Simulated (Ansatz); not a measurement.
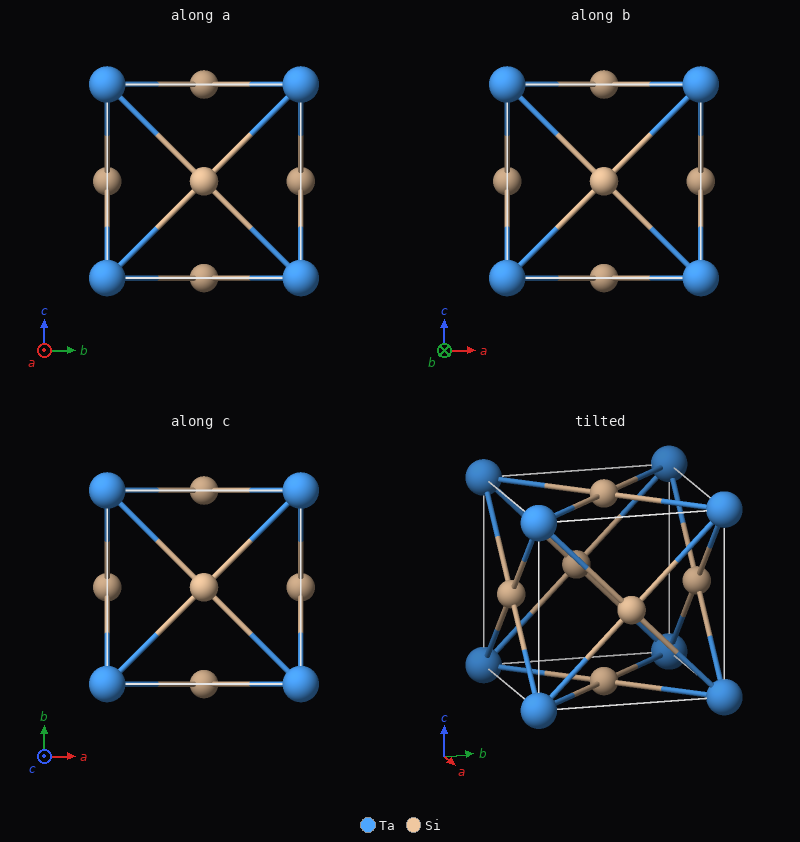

Structure drawing (ball-and-stick), viewed along the a axis, along the b axis, along the c axis and slightly off an axis. The edges of the conventional unit cell are marked.

Lattice parameters: a = 3.8913 Å, b = 3.8913 Å, c = 3.8913 Å, α = 90.000°, β = 90.000°, γ = 90.000°.

Q: Set out the cell and atoms as a CIF with its space group and independent sites.

A:
```cif
data_structure
_symmetry_space_group_name_H-M 'P m -3 m'
_symmetry_Int_Tables_number 221
_cell_length_a 3.8913
_cell_length_b 3.8913
_cell_length_c 3.8913
_cell_angle_alpha 90.000
_cell_angle_beta 90.000
_cell_angle_gamma 90.000
_cell_volume 58.92
loop_
_atom_site_label
_atom_site_type_symbol
_atom_site_symmetry_multiplicity
_atom_site_Wyckoff_symbol
_atom_site_fract_x
_atom_site_fract_y
_atom_site_fract_z
_atom_site_occupancy
Ta1 Ta 1 a 0.0000 0.0000 0.0000 1
Si1 Si 3 c 0.0000 0.5000 0.5000 1
```

The structure was taken from a structure type filled with these elements by a generator (whether the compound takes this form wasn't checked). A relaxation with DFT PBE, scalar-relativistic, plane waves, PAW in Ansatz 0.2.0 gave the geometry drawn.
